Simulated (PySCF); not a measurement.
SMILES [OH][Ge]([F])([Br])[Br] (HBr2FGeO) at its PBE0/def2-SVP optimised geometry (Å):

```
6

O     -1.1402     0.5887     0.0000
Ge    -0.5860    -1.0675     0.0000
F      1.1402    -1.0675     0.0000
Br    -1.3225    -2.0409     1.9007
Br    -1.2211    -2.1978    -1.8716
H     -0.8951     1.0675    -0.8024
```

Calculation: PySCF with PBE0/def2-TZVP. Cells within 0.4 Å of a nucleus heavier than hydrogen are left out (blank, or x).

Map of the electron localisation function on the plane z = 0.0 Å:

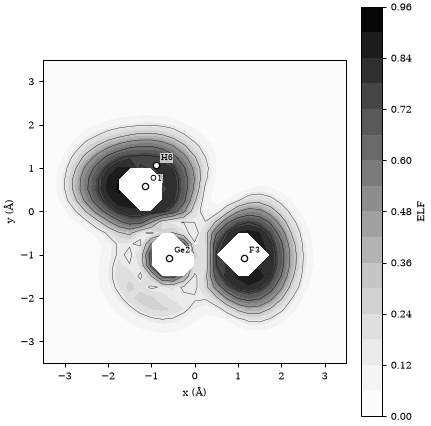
*Electron localisation function on the plane z = 0.0 Å.*
